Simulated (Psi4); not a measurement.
# SiH4O2 (SMILES O[SiH2]O) at HF/def2-SVPD

Aim: the vertical ionisation energy of SiH4O2 at HF/def2-SVPD, from 2 runs. 

The calculation is run with Psi4 1.11.

3 further runs of the same task are left out: 3 set aside as unsound or not needed.

## 1. The molecule

The species is SiH4O2 (7 atoms), meant as a singlet with charge 0. As SMILES, `O[SiH2]O`. Geometry: relaxed at PBE0-D4/def2-TZVP. This is one conformer, not always the lowest.

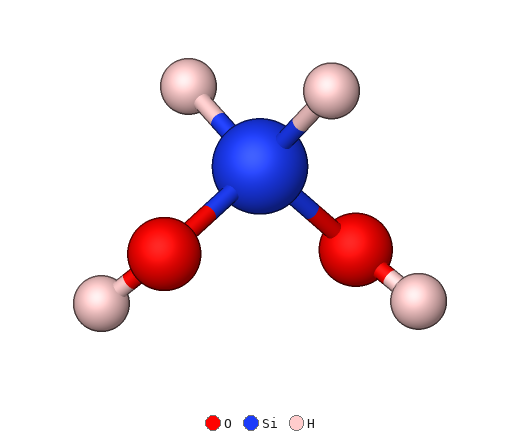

Viewed from a chosen angle; oxygen red, silicon blue, hydrogen pink.

## 2. The energy at HF/def2-SVPD

Input file job.dat:

```
memory 2200 MB

molecule {
  O
  Si 1 1.641761
  O 2 1.641767 1 113.50252
  H 1 0.958338 2 117.72956 3 -66.04755
  H 2 1.481129 1 111.47697 4 50.83142
  H 2 1.481123 5 112.90797 3 120.91961
  H 3 0.958323 2 117.72959 6 50.83039
  symmetry c1
}

set {
  basis def2-SVPD
  puream true
  e_convergence 1e-09
  d_convergence 1e-08
  scf_type pk
}

E, wfn = energy('hf', return_wfn=True)
oeprop(wfn, 'LOWDIN_CHARGES', 'WIBERG_LOWDIN_INDICES', 'MAYER_INDICES')
```

Command:

```
$ psi4 job.dat job.out -n 1
```

job.out:

```text
[...]
  Running in c1 symmetry.
[...]
  Nuclear repulsion =  120.473967177333449
[...]
  Multiplicity = 1
[...]
  Nalpha       = 17
  Nbeta        = 17
[...]
    Number of basis functions: 102
[...]
   @RHF iter   1:  -440.73941254618398   -6.86793e-01   5.72043e-03 DIIS/ADIIS
[...]
   @RHF iter  10:  -440.88123100912236   -1.66551e-11   8.72045e-09 DIIS
[...]
    Orbital Energies [Eh]
    ---------------------
    Doubly Occupied:
       1A    -68.808630     2A    -20.566778     3A    -20.566772
       4A     -6.167146     5A     -4.279482     6A     -4.278563
       7A     -4.277805     8A     -1.345177     9A     -1.322833
      10A     -0.779385    11A     -0.720588    12A     -0.606192
      13A     -0.585596    14A     -0.585078    15A     -0.511035
      16A     -0.510977    17A     -0.462110
[...]
  @RHF Final Energy:  -440.88123100912236
   => Energetics <=
    Nuclear Repulsion Energy =            120.4739671773334493
    One-Electron Energy =                -849.9621073520478376
    Two-Electron Energy =                 288.6069091655920715
    Total Energy =                       -440.8812310091223594
[...]
 Multipole Moments:
 ------------------------------------------------------------------------------------
     Multipole            Electronic (a.u.)      Nuclear  (a.u.)        Total (a.u.)
 ------------------------------------------------------------------------------------
 L = 1.  Multiply by 2.5417464519 to convert [e a0] to [Debye]
 Dipole X            :         -0.0000825            0.0000356           -0.0000469
 Dipole Y            :         -0.8035541            0.5138097           -0.2897444
 Dipole Z            :         -0.5268298            0.3368844           -0.1899454
 Magnitude           :                                                    0.3464550
[...]
```

Wall time 4.8 s (1 thread of AMD EPYC 7R43 (Zen 3), shared host); peak memory 0.39 GiB.

## 3. The doublet cation: energy and forces at UHF/def2-SVPD

Input file h4o2si.json:

```json
{
  "schema_name": "qcschema_input",
  "schema_version": 1,
  "molecule": {
    "schema_name": "qcschema_molecule",
    "schema_version": 2,
    "symbols": ["O", "Si", "O", "H", "H", "H", "H"],
    "geometry": [-2.61755414, -0.46082861, -0.66968114, 0.09715082, 0.79786127, 0.1497419, 2.40756777, -1.2634142, 0.34612224, -2.75268846, -1.16327761, -2.33341492, 0.99526206, 2.63246408, -1.76379478, -0.4333142, 1.98205814, 2.62970508, 2.30359504, -2.52484418, 1.64134052],
    "molecular_charge": 1,
    "molecular_multiplicity": 2,
    "fix_symmetry": "c1",
    "fix_com": true,
    "fix_orientation": true
  },
  "driver": "gradient",
  "model": {
    "method": "hf",
    "basis": "def2-SVPD"
  },
  "keywords": {
    "reference": "uhf",
    "puream": true,
    "e_convergence": 1e-09,
    "d_convergence": 1e-08,
    "scf_type": "pk",
    "maxiter": 100,
    "scf_properties": ["WIBERG_LOWDIN_INDICES", "LOWDIN_CHARGES", "MAYER_INDICES"]
  }
}
```

Command:

```
$ psi4 --qcschema h4o2si.json -n 1 --memory 2200MB
```

stdout, cut to the lines that bear on the results:

```text
[...]
  Running in c1 symmetry.
[...]
  Nuclear repulsion =  120.473952047881767
[...]
  Multiplicity = 2
[...]
  Nalpha       = 17
  Nbeta        = 16
[...]
    Number of basis functions: 102
[...]
   @UHF iter   1:  -440.29714254607876   -2.44523e-01   5.54591e-03 DIIS/ADIIS
[...]
   @UHF iter  19:  -440.45482849423325   -7.16227e-12   9.50771e-09 DIIS
[...]
   @S^2 Observed:                7.995185737E-01
[...]
  @UHF Final Energy:  -440.45482849423325
   => Energetics <=
    Nuclear Repulsion Energy =            120.4739520478817667
    One-Electron Energy =                -840.9910779138674570
    Two-Electron Energy =                 280.0622973717524360
    Total Energy =                       -440.4548284942332543
  UHF NO Occupations:
  HONO-2 :   15  A 1.9979768
  HONO-1 :   16  A 1.9777593
[...]
 Multipole Moments:
 ------------------------------------------------------------------------------------
     Multipole            Electronic (a.u.)      Nuclear  (a.u.)        Total (a.u.)
 ------------------------------------------------------------------------------------
 L = 1.  Multiply by 2.5417464519 to convert [e a0] to [Debye]
 Dipole X            :          0.3099708           -0.2069250            0.1030458
 Dipole Y            :          2.5438479           -1.6974843            0.8463636
 Dipole Z            :          0.4768265           -0.3182487            0.1585778
 Magnitude           :                                                    0.8672351
[...]
  -Total Gradient:
     Atom            X                  Y                   Z
    ------   -----------------  -----------------  -----------------
       1       -0.032870426992    -0.025593489871     0.007124631939
       2        0.013339122193     0.109509780552     0.020507054366
       3        0.026315059011    -0.028244813411    -0.017196799067
       4        0.008973962638     0.005833771766    -0.008822791634
       5       -0.008606247470    -0.036086475129     0.014012112690
       6        0.000597837369    -0.029631325938    -0.026318008472
       7       -0.007749306750     0.004212552031     0.010693800177
[...]
```

The result, in JSON:

```text
{
 "driver": "gradient",
 "model": {
  "method": "hf",
  "basis": "def2-SVPD"
 },
 "success": true,
 "return_result": [-0.03287042699158199, -0.025593489871320457, 0.007124631939253556, 0.013339122193054165, 0.10950978055191074, 0.020507054366316474, 0.0263150590108302, -0.028244813410791436, -0.017196799066845292, 0.008973962638403193, 0.005833771765604817, -0.008822791633750882, -0.008606247469561817, -0.03608647512942065, 0.014012112689644196, 0.0005978373689943736, -0.029631325937679254, -0.026318008472075133, -0.007749306749649488, 0.00421255203077725, 0.010693800177384527],
 "properties": {
  "calcinfo_nbasis": 102,
  "calcinfo_nmo": 102,
  "calcinfo_nalpha": 17,
  "calcinfo_nbeta": 16,
  "calcinfo_natom": 7,
  "nuclear_repulsion_energy": 120.47395204788177,
  "return_energy": -440.45482849423325,
  "return_gradient": [-0.03287042699158199, -0.025593489871320457, 0.007124631939253556, 0.013339122193054165, 0.10950978055191074, 0.020507054366316474, 0.0263150590108302, -0.028244813410791436, -0.017196799066845292, 0.008973962638403193, 0.005833771765604817, -0.008822791633750882, -0.008606247469561817, -0.03608647512942065, 0.014012112689644196, 0.0005978373689943736, -0.029631325937679254, -0.026318008472075133, -0.007749306749649488, 0.00421255203077725, 0.010693800177384527],
  "scf_one_electron_energy": -840.9910779138675,
  "scf_two_electron_energy": 280.06229737175244,
  "scf_dipole_moment": [0.10304577821600924, 0.8463635914310998, 0.15857782352476513],
  "scf_total_energy": -440.45482849423325,
  "scf_total_gradient": [-0.03287042699158199, -0.025593489871320457, 0.007124631939253556, 0.013339122193054165, 0.10950978055191074, 0.020507054366316474, 0.0263150590108302, -0.028244813410791436, -0.017196799066845292, 0.008973962638403193, 0.005833771765604817, -0.008822791633750882, -0.008606247469561817, -0.03608647512942065, 0.014012112689644196, 0.0005978373689943736, -0.029631325937679254, -0.026318008472075133, -0.007749306749649488, 0.00421255203077725, 0.010693800177384527],
  "scf_iterations": 19
 }
}
```

Wall time 10 s (1 thread of AMD EPYC 7R43 (Zen 3), shared host); peak memory 0.39 GiB.

## 4. What came out

Level: HF/def2-SVPD.

```
                                          quantity          value
                      singlet SiH4O2: total energy  -440.88123 Eh
                     singlet SiH4O2: dipole moment         0.88 D
                       singlet SiH4O2: HOMO energy      -12.57 eV
                       singlet SiH4O2: LUMO energy        2.07 eV
                     singlet SiH4O2: HOMO–LUMO gap       14.64 eV
                      doublet cation: total energy  -440.45483 Eh
doublet cation: HOMO energy (highest over α and β)      -19.33 eV
 doublet cation: LUMO energy (lowest over α and β)      -10.63 eV
                              doublet cation: ⟨S²⟩          0.800
          doublet cation: largest force on an atom     5.770 eV/Å
vertical ionisation energy (to the doublet cation)      11.603 eV
```

In words: The vertical ionisation energy comes to 11.60 eV (268 kcal/mol). −ε(HOMO) before ionisation, 12.57 eV, is 0.97 eV above this ionisation energy.
